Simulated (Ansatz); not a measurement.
# How many bands does the GW gap of ZnS2 (Pa-3) need?, part 2 of 2

How do accuracy and time trade against each other in G0W0 on ZnS2 (Pa-3)?

Ansatz 0.2.0; G0W0 on LDA, plane waves, PAW. Known limits of the many-body steps: not at the basis limit; coarse k mesh.

So far. Step 4 (965 empty bands, screening to 160 eV): Against the run with 2×2×2 mesh, 448 empty bands, screening to 96 eV, the gap moves by +0.03 eV.

## Step 5: Changing the frequency model: 2×2×2 mesh, 448 empty bands, screening to 96 eV, plasmon pole

A plasmon pole stands in for the full frequency dependence of the screening; this run shows what that costs in accuracy. Bands and cutoff differ from the step before, so it is read against an earlier run that matches them.

input.yaml reads:

```yaml
crystal:
  lattice:
    - [5.94543046, 0.0, 0.0]
    - [0.0, 5.94543046, 0.0]
    - [0.0, 0.0, 5.94543046]
  atoms:
    - { symbol: Zn, position: [0.5, 0.5, 0.0] }
    - { symbol: Zn, position: [0.5, 0.0, 0.5] }
    - { symbol: Zn, position: [0.0, 0.5, 0.5] }
    - { symbol: Zn, position: [0.0, 0.0, 0.0] }
    - { symbol: S, position: [0.10024639, 0.89975361, 0.39975361] }
    - { symbol: S, position: [0.89975361, 0.39975361, 0.10024639] }
    - { symbol: S, position: [0.39975361, 0.10024639, 0.89975361] }
    - { symbol: S, position: [0.60024639, 0.60024639, 0.60024639] }
    - { symbol: S, position: [0.89975361, 0.10024639, 0.60024639] }
    - { symbol: S, position: [0.10024639, 0.60024639, 0.89975361] }
    - { symbol: S, position: [0.60024639, 0.89975361, 0.10024639] }
    - { symbol: S, position: [0.39975361, 0.39975361, 0.39975361] }
kpoints:
  mp_grid: { grid: [2, 2, 2] }
hamiltonian:
  xc: lda
scf:
  occupations: { method: fixed }
gw:
  n_empty_bands: 448
  ecut_chi: 96
  qp_bands: [v4, c4]
  qp_kpoints: band_edges
  screening: { model: godby_needs }
```

The run is started by

```sh
ansatz run input.yaml --threads 24 --pin off --max-ram 82944MiB --backend cuda --events-out ev --progress --plain --runs-dir out --devices 1 --max-vram 78GiB
```

Numbers of over 12 decimals in the logs are rounded to 6 here.

What it wrote:

```text
GPUs: using 1 of 1 available (devices: 1).
[...]
GPU FFT provider: cuFFT
GPU libraries: cuBLAS 13.8.1, cuFFT 12.4.0, cuSOLVER 12.3.2
[...]
Crystal: 12 atoms, lattice volume = 210.160 Å³
Basis set: ecut = 420 eV, 4067 PW (Γ)
Bands: 60, of which v1, the nominal top of the filled ones, is band 48 counted from 1 (47 counted from 0)
Symmetry: 24 space group operations
[...]
k-points: 4 of 8
[...]
0    52     10.7091   -10.2869    -4.8316   -15.9788  0.7745    11.5758    11.5694  root
[...]
3    49      9.7672    -9.5993    -4.2811   -14.6200  0.7936    10.5101    10.5067  root
     3    50      9.7672    -9.5993    -4.2811   -14.6200  0.7936    10.5101    10.5067  root
     3    51      9.7672    -9.5993    -4.2811   -14.6200  0.7936    10.5101    10.5067  root
     3    52      9.7672    -9.5993    -4.2811   -14.6200  0.7936    10.5101    10.5067  root
[key lines of the parts left out:]
SCF converged after 7 iterations
Free energy (F): -19946.305837 eV
Fermi energy:    7.937155 eV
```

Wall time 2.5 s (1 × NVIDIA GB200 (shared by 2 runs) with 24 threads of Arm Neoverse V2, shared host); peak memory 1.7 GiB; 12 s of CPU time.

This step gave:

| Item | Value |
| --- | --- |
| bands summed | 496 |
| plasmon-pole fit frequency | 25.10 eV |
| RPA ε∞ on this mesh (eigenvalues) | 9.657, 9.657, 9.657 |
| plane waves in the screening matrix | 461 |
| G0W0 gap on the mesh | 2.695 eV |
| k of the valence top | 0, 0, 0 |
| k of the conduction bottom | 0, 0, 0 |
| starting gap on the mesh | 1.635 eV |
| least direct G0W0 gap on the computed points | 2.695 eV |

Against the run with 2×2×2 mesh, 448 empty bands, screening to 96 eV, the gap moves by +0.017 eV.

## Step 6: Changing the files: 2×2×2 mesh, 448 empty bands, screening to 96 eV, hard PAW files

Other atomic data (hard PAW) test the pseudisation: the cutoff goes from 420 to 660 eV and the valence electrons from 96 to 128, which opens shells that were frozen.

Changes to input.yaml since step 5:

```diff
@@ -22,2 +22,3 @@
   xc: lda
+  pseudopotentials: { kind: paw, source: ansatz }
 scf:
@@ -29,2 +30,2 @@
   qp_kpoints: band_edges
-  screening: { model: godby_needs }
+  screening: { model: contour_deformation }
```

What it wrote:

```text
GPUs: using 1 of 1 available (devices: 1).
[...]
Crystal: 12 atoms, lattice volume = 210.160 Å³
Basis set: ecut = 660 eV, 8217 PW (Γ)
Bands: 77, of which v1, the nominal top of the filled ones, is band 64 counted from 1 (63 counted from 0)
Symmetry: 24 space group operations
[...]
k-points: 4 of 8
[...]
0    68     11.5621   -10.2990    -4.9278   -15.9927  0.7302    12.3435    12.3280  root
[...]
3    65     10.6187    -9.6123    -4.3063   -14.6377  0.7707    11.3469    11.3377  root
     3    66     10.6187    -9.6123    -4.3063   -14.6377  0.7707    11.3469    11.3377  root
     3    67     10.6187    -9.6123    -4.3063   -14.6377  0.7707    11.3469    11.3377  root
     3    68     10.6187    -9.6123    -4.3063   -14.6377  0.7707    11.3469    11.3377  root
[key lines of the parts left out:]
SCF converged after 9 iterations
Free energy (F): -36602.486378 eV
Fermi energy:    8.787134 eV
```

Elapsed: 3.1 s, on 1 × NVIDIA GB200 (shared by 2 runs) with 24 threads; peak memory 1.7 GiB.

Numbers from this step:

| Item | Value |
| --- | --- |
| bands summed | 512 |
| RPA ε∞ on this mesh (eigenvalues) | 9.655, 9.655, 9.655 |
| plane waves in the screening matrix | 461 |
| G0W0 gap on the mesh | 2.658 eV |
| k of the valence top | 0, 0, 0 |
| k of the conduction bottom | 0, 0, 0 |
| starting gap on the mesh | 1.637 eV |
| least direct G0W0 gap on the computed points | 2.658 eV |

Against the run with 2×2×2 mesh, 448 empty bands, screening to 96 eV, the gap moves by −0.019 eV.

## Step 7: The runs together

Times are wall times on 1 × NVIDIA GB200 (shared by 2 runs) with 24 threads of Arm Neoverse V2, shared host, good to a factor of about two.

```csv
mesh,files,frequency,bands summed,cutoff (eV),start (eV),G0W0 (eV),time,host memory (GiB)
2×2×2,default PAW,contour deformation,206,48,1.635,2.692,1.6 s,1.2
2×2×2,default PAW,contour deformation,496,96,1.635,2.678,3.2 s,1.5
2×2×2,default PAW,contour deformation,1013,160,1.635,2.711,4.6 s,2.1
2×2×2,default PAW,plasmon pole,496,96,1.635,2.695,2.5 s,1.7
2×2×2,hard PAW,contour deformation,512,96,1.637,2.658,3.1 s,1.7
```

How the two edges are built up, in eV (the quasiparticle level is the starting level plus Σx plus Σc less Vxc):

```csv
run,edge,start,Σx,Σc,Vxc,Z,QP
206 bands,valence top,7.94,-21.71,2.68,-18.97,0.76,7.88
206 bands,conduction bottom,9.57,-8.64,-4.19,-13.83,0.76,10.57
496 bands,valence top,7.94,-21.71,2.39,-18.97,0.75,7.59
496 bands,conduction bottom,9.57,-8.64,-4.49,-13.83,0.76,10.27
1013 bands,valence top,7.94,-21.71,2.19,-18.97,0.75,7.38
1013 bands,conduction bottom,9.60,-9.78,-4.51,-14.79,0.76,10.09
```

 Where G0W0 reorders the edges (1013 bands), the two states listed lie further apart at the start than the starting gap.

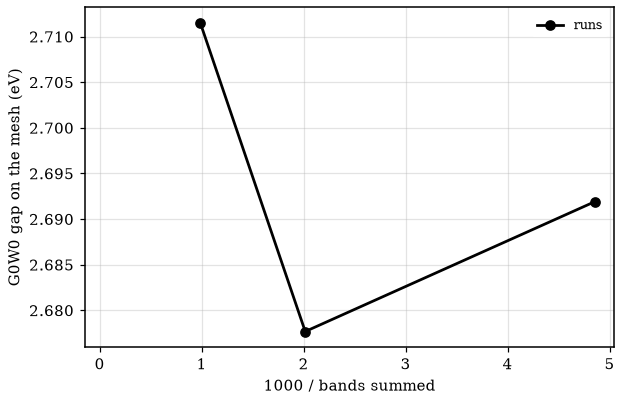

The gap against one over the number of bands.

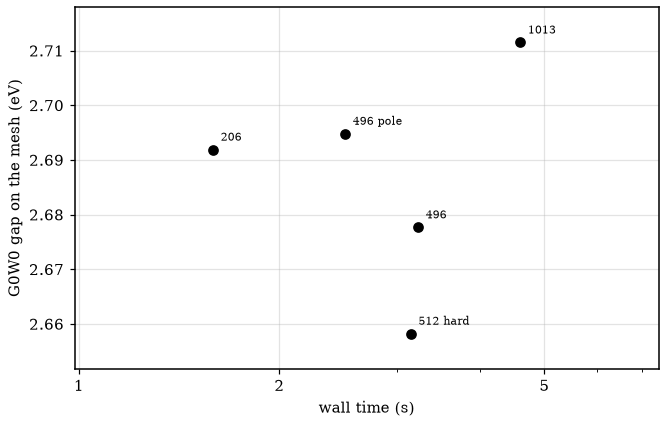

Result against wall time.

## Step 8: Outcome

```
206 bands, 48 eV   : 2.692 eV
496 bands, 96 eV   : 2.678 eV
1013 bands, 160 eV : 2.711 eV
mesh and start     : 2×2×2, LDA
```

In words: From 206 to 1013 bands the gap moves by +0.02 eV while the time grows 2.9-fold. The gap turns back along the series, so no limit is drawn from it. The plasmon-pole model gives +0.02 eV against contour deformation, 2 % of the correction. Hard PAW files move the gap by −0.02 eV at equal bands and cutoff, +0.003 eV of it in the start. The 2×2×2 mesh misses a band edge: over a band path and its finer mesh (run apart) the LDA gap is 1.26 eV, so the G0W0 gap over the zone may lie about 0.37 eV below its value on the mesh. The 2×2×2 mesh is coarse for this cell (its supercell is 12 Å along the shortest edge). The RPA ε∞ on it, from the LDA start, is 9.64; such meshes misread the long-range screening, most where the gap is narrow.

[Paths, hosts, dates, memory and timing lines, banners, echoed tables and standing remarks are left out of the program output.]

[Logs are printed without paths, hosts, clocks, repeated set-up lines and the standing remarks that a program may print on its own settings, such as how far it seeks lower states.]

[Runs of the session that timed out or met a known fault of the program may be left out.]

[Cells called generated may have been cut or substituted from an entry of the Crystallography Open Database or the Materials Project.]

[Hosts, paths, dates, database ids (printed as entryN), source tags and the programs' standing remarks are cut or masked in the printed files.]
